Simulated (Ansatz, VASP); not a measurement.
**MoS2: VASP beside Ansatz**

Wanted: the spread between two codes on one cell, functional and k mesh.

Method: plane waves, with VASP 6.6.1 beside it; band structure at HSE06, in Ansatz 0.2.0.

The database entry behind the starting cell differs from later determinations by our own check (about 0.3 % long), so it need not match the best structure at ambient conditions.

### 1. The starting structure

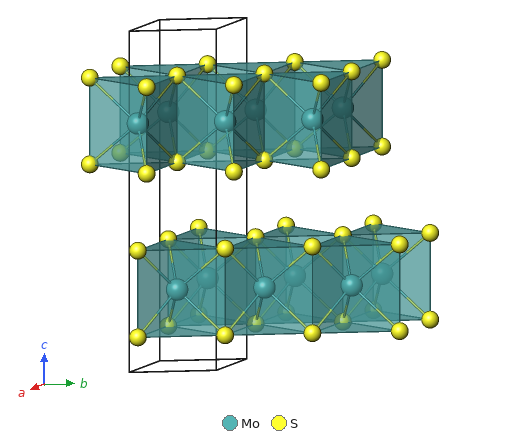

The starting structure, seen slightly off an axis (molybdenum teal, sulfur yellow). 2×3×1 cells are drawn. Some periodic images of atoms are drawn too.

### 2. VASP: band structure, HSE06

The same path points are solved in both programs, so levels can be compared one by one.

Lines of VASP's logs that name or quote its potential files are left out, and so is its time.

Input file INCAR:

```
SYSTEM = MoS2
PREC = Accurate
ENCUT = 350
EDIFF = 1E-06
NELM = 100
ISMEAR = 0
SIGMA = 0.03
LREAL = .FALSE.
ALGO = Normal
LHFCALC = .TRUE.
AEXX = 0.25
GGA = PE
HFSCREEN = 0.2
LASPH = .TRUE.
NBANDS = 32
PRECFOCK = Fast
LORBIT = 11
LWAVE = .FALSE.
LCHARG = .FALSE.
KPAR = 4
```

Input file POSCAR:

```
MoS2
1.0
    3.1690000000      0.0000000000      0.0000000000
   -1.5845000000      2.7444345046      0.0000000000
    0.0000000000      0.0000000000     12.3240000000
Mo S
2 4
Direct
    0.6666666667      0.3333333333      0.7500000000
    0.3333333333      0.6666666667      0.2500000000
    0.6666666667      0.3333333333      0.3770000000
    0.3333333333      0.6666666667      0.8770000000
    0.6666666667      0.3333333333      0.1230000000
    0.3333333333      0.6666666667      0.6230000000
```

Input file KPOINTS:

```
Automatic mesh
0
Gamma
5 5 2
0 0 0
```

Input file KPOINTS_OPT:

```
Line mode
8
Line-mode
Reciprocal
  0.00000000   0.00000000   0.00000000 GAMMA
  0.50000000   0.00000000   0.00000000 M

  0.50000000   0.00000000   0.00000000 M
  0.33333333   0.33333333   0.00000000 K

  0.33333333   0.33333333   0.00000000 K
  0.00000000   0.00000000   0.00000000 GAMMA

  0.00000000   0.00000000   0.00000000 GAMMA
  0.00000000   0.00000000   0.50000000 A

  0.00000000   0.00000000   0.50000000 A
  0.50000000   0.00000000   0.50000000 L

  0.50000000   0.00000000   0.50000000 L
  0.33333333   0.33333333   0.50000000 H

  0.33333333   0.33333333   0.50000000 H
  0.00000000   0.00000000   0.50000000 A

  0.50000000   0.00000000   0.50000000 L
  0.50000000   0.00000000   0.00000000 M

  0.33333333   0.33333333   0.00000000 K
  0.33333333   0.33333333   0.50000000 H
```

The projector-augmented-wave data sets are Mo_sv and S (PBE family, release 64).

The run is started by

```
$ mpirun -np 4 vasp_std
```

Numbers of over 12 decimals in the logs are rounded to 6 here.

The log of the run:

```text
[banner, memory and clock lines left out]
running    4 mpi-ranks, on    1 nodes
 distrk:  each k-point on    1 cores,    4 groups
 distr:  one band on    1 cores,    1 groups

 POSCAR found type information on POSCAR MoS
 POSCAR found :  2 types and       6 ions
 LDA part: xc-table for (Slater+PW92), standard interpolation
 found WAVECAR, reading the header
 POSCAR, INCAR and KPOINTS ok, starting setup
 FFT: planning ... GRIDC
 FFT: planning ... GRID_SOFT
 FFT: planning ... GRID
 reading WAVECAR
 the WAVECAR file was read successfully
 initial charge from wavefunction
 entering main loop
       N       E                     dE             d eps       ncg     rms          rms(c)
DAV:   1    -0.524246374866E+02   -0.52425E+02   -0.22408E+00   648   0.915E+00    0.450E+00
DAV:   2    -0.523997790702E+02    0.24858E-01   -0.20187E-01   664   0.323E+00    0.330E+00
DAV:   3    -0.524076489413E+02   -0.78699E-02   -0.32174E-02   696   0.880E-01    0.198E+00
DAV:   4    -0.524037399051E+02    0.39090E-02   -0.82367E-03   672   0.635E-01    0.104E+00
DAV:   5    -0.524041141487E+02   -0.37424E-03   -0.25983E-03   736   0.213E-01    0.576E-01
DAV:   6    -0.524038961432E+02    0.21801E-03   -0.55238E-04   728   0.170E-01    0.356E-01
DAV:   7    -0.524039106587E+02   -0.14516E-04   -0.11547E-04   760   0.562E-02    0.194E-01
DAV:   8    -0.524038937738E+02    0.16885E-04   -0.43350E-05   720   0.466E-02    0.102E-01
DAV:   9    -0.524038961309E+02   -0.23570E-05   -0.95002E-06   688   0.156E-02    0.548E-02
DAV:  10    -0.524038966621E+02   -0.53120E-06   -0.24690E-06   576   0.107E-02
   1 F= -.52403897E+02 E0= -.52403897E+02  d E =-.160898E-38
 Start KPOINTS_OPT (optional k-point list driver)
k-point batch [1-10\72]
       N       E                     dE             ncg
DAV:   1    -0.969692677252E+03   -0.10394E+05      760
DAV:   2    -0.536571925061E+04   -0.43960E+04      752
DAV:   3    -0.574986099674E+04   -0.38414E+03      728
DAV:   4    -0.577535862715E+04   -0.25498E+02      808
DAV:   5    -0.577707821468E+04   -0.17196E+01      728
DAV:   6    -0.577722094976E+04   -0.14274E+00      792
DAV:   7    -0.577723623262E+04   -0.15283E-01      736
DAV:   8    -0.577723817072E+04   -0.19381E-02      696
DAV:   9    -0.577723845444E+04   -0.28372E-03      592
DAV:  10    -0.577723850052E+04   -0.46076E-04      536
DAV:  11    -0.577723850856E+04   -0.80401E-05      496
DAV:  12    -0.577723851003E+04   -0.14724E-05      472
DAV:  13    -0.577723851031E+04   -0.28252E-06      480
[...]
k-point batch [71-72\72]
       N       E                     dE             ncg
DAV:   1     0.140049043990E+05   -0.37221E+04      152
DAV:   2     0.131652355498E+05   -0.83967E+03      152
DAV:   3     0.130956293626E+05   -0.69606E+02      144
DAV:   4     0.130915674595E+05   -0.40619E+01      152
DAV:   5     0.130913626671E+05   -0.20479E+00      144
DAV:   6     0.130913486306E+05   -0.14036E-01      144
DAV:   7     0.130913474835E+05   -0.11471E-02      144
DAV:   8     0.130913473843E+05   -0.99183E-04      128
DAV:   9     0.130913473760E+05   -0.83097E-05       96
DAV:  10     0.130913473753E+05   -0.72273E-06       96
```

Parts of OUTCAR (step 2):

```text
ion  position               nearest neighbor table
   1  0.667  0.333  0.750-   4 2.41   6 2.41   4 2.41   6 2.41   4 2.41   6 2.41
   2  0.333  0.667  0.250-   3 2.41   5 2.41   3 2.41   5 2.41   3 2.41   5 2.41
   3  0.667  0.333  0.377-   2 2.41   2 2.41   2 2.41
   4  0.333  0.667  0.877-   1 2.41   1 2.41   1 2.41
   5  0.667  0.333  0.123-   2 2.41   2 2.41   2 2.41
   6  0.333  0.667  0.623-   1 2.41   1 2.41   1 2.41

  LATTYP: Found a hexagonal cell.
 ALAT       =     3.1690000000
 C/A-ratio  =     3.8889239508

 Subroutine GETGRP returns: Found 24 space group operations
 (whereof 12 operations were pure point group operations)

The static configuration has the point symmetry D_3d.
 The point group associated with its full space group is D_6h.

 Found     10 irreducible k-points:

   k-points           NKPTS =     10   k-points in BZ     NKDIM =     50   number of bands    NBANDS=     32

   dimension x,y,z NGX =    20 NGY =   20 NGZ =   80
   dimension x,y,z NGXF=    40 NGYF=   40 NGZF=  160

   ENCUT  =  350.0 eV  25.72 Ry    5.07 a.u.   4.83  4.83 18.80*2*pi/ulx,y,z

   NELECT =      52.0000    total number of electrons

 k-points in reciprocal lattice and weights: Automatic mesh
   0.00000000  0.00000000  0.00000000       0.020
   0.20000000 -0.00000000  0.00000000       0.120
   0.40000000 -0.00000000  0.00000000       0.120
   0.20000000  0.20000000  0.00000000       0.120
   0.40000000  0.20000000  0.00000000       0.120
   0.00000000  0.00000000  0.50000000       0.020
   0.20000000 -0.00000000  0.50000000       0.120
   0.40000000 -0.00000000  0.50000000       0.120
   0.20000000  0.20000000  0.50000000       0.120
   0.40000000  0.20000000  0.50000000       0.120

  exchange ACFDT corr.  =         0.00000000  see jH, gK, PRB 81, 115126

 average (electrostatic) potential at core
       1 -69.5754       2 -69.5754       3 -80.9428       4 -80.9427       5 -80.9428
       6 -80.9427

 E-fermi :   7.3629

 k-point     1 :       0.0000    0.0000    0.0000
  band No.  band energies     occupation
    ...
     22       4.7796      2.00000
     23       4.7796      2.00000
     24       5.6774      2.00000
     25       5.8505      2.00000
     26       7.0923      2.00000
     27       9.9411      0.00000
     28       9.9411      0.00000
     29       9.9725      0.00000
     30       9.9726      0.00000
     31      10.0839      0.00000
    ...

 k-point     2 :       0.2000   -0.0000    0.0000
  band No.  band energies     occupation
    ...
     22       4.0845      2.00000
     23       4.6815      2.00000
     24       5.5311      2.00000
     25       5.6929      2.00000
     26       5.9494      2.00000
     27       9.0520      0.00000
     28       9.4929      0.00000
     29       9.7422      0.00000
     30       9.7668      0.00000
     31       9.8157      0.00000
    ...

 k-point     3 :       0.4000   -0.0000    0.0000
  band No.  band energies     occupation
    ...
     22       4.4459      2.00000
     23       5.0015      2.00000
     24       5.1803      2.00000
     25       5.2177      2.00000
     26       5.5042      2.00000
     27       9.2764      0.00000
     28       9.3829      0.00000
     29       9.4621      0.00000
     30       9.9830      0.00000
     31      10.6623      0.00000
    ...

  energy-cutoff  :      350.00
  volume of cell :      107.18
      direct lattice vectors                 reciprocal lattice vectors
     3.169000000  0.000000000  0.000000000     0.315556958  0.182186895  0.000000000
    -1.584500000  2.744434505  0.000000000     0.000000000  0.364373789  0.000000000
     0.000000000  0.000000000 12.324000000     0.000000000  0.000000000  0.081142486

 POSITION                                       TOTAL-FORCE (eV/Angst)
 -----------------------------------------------------------------------------------
      1.58450      0.91481      9.24300        -0.000000     -0.000000     -0.000000
     -0.00000      1.82962      3.08100         0.000000      0.000000     -0.000000
      1.58450      0.91481      4.64615         0.000000     -0.000000     -0.617706
     -0.00000      1.82962     10.80815        -0.000000      0.000000     -0.617706
      1.58450      0.91481      1.51585        -0.000000     -0.000000      0.617706
     -0.00000      1.82962      7.67785         0.000000      0.000000      0.617706
 -----------------------------------------------------------------------------------
    total drift:                               -0.000009     -0.000008      0.000109

  FREE ENERGIE OF THE ION-ELECTRON SYSTEM (eV)
  ---------------------------------------------------
  free  energy   TOTEN  =       -52.4038966621 eV

  energy  without entropy=      -52.4038966621  energy(sigma->0) =      -52.40389666

 total charge
# of ion       s       p       d       tot
------------------------------------------
    1        2.292   6.231   3.880  12.402
    2        2.292   6.231   3.880  12.402
    3        1.360   2.345   0.000   3.705
    4        1.360   2.345   0.000   3.705
    5        1.360   2.345   0.000   3.705
    6        1.360   2.345   0.000   3.705
--------------------------------------------------
tot         10.022  21.843   7.760  39.625

[... 3 further parts left out ...]
```

(Part 1 of 2 ends here.)

[Lines on the potential files, build, host, timing and source positions are cut from VASP's logs without a mark.]

[Logs are printed without paths, hosts, clocks, repeated set-up lines and the standing remarks that a program may print on its own settings, such as how far it seeks lower states.]

[Hosts, paths, dates, database ids (printed as entryN), source tags and the programs' standing remarks are cut or masked in the printed files.]
